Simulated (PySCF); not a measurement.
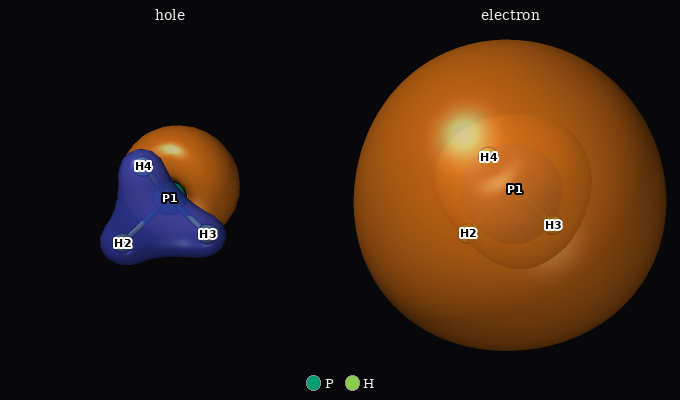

*H3P, SMILES `P`. Leading natural transition orbital pair of S₁ (TDA singlet states); the surfaces enclose about 78 % of each orbital's density.*

PySCF calculation, CAM-B3LYP/6-31+G*, gas phase; geometry: GFN2-xTB. No frequency check shows the geometry to be a minimum. GFN2-xTB bond lengths at metals and heavier atoms can be off by up to 0.1 Å and shapes distorted, which carries into these values.

Cartesian coordinates (Å):

```
P1      -0.0000    0.0000    0.1280
H2      -1.0996    0.3515   -0.6405
H3       0.8545    0.7766   -0.6401
H4       0.2456   -1.1281   -0.6402
```

> Give its energy and the atoms that hole and electron lie on.

6.79 eV (183 nm), f = 0.179 (bright), diffuse (Rydberg-like) orbital; the leading pair carries 100 %; hole on P1 (82 %) and H2, H3 and H4 (6 % each), electron on P1 (67 %) and H2, H3 and H4 (11 % each) (atom shares of so diffuse an orbital are rough); their centroids lie 0.7 Å apart. In canonical orbitals it is mainly HOMO → LUMO (98 %). The HOMO–LUMO gap is 9.90 eV.
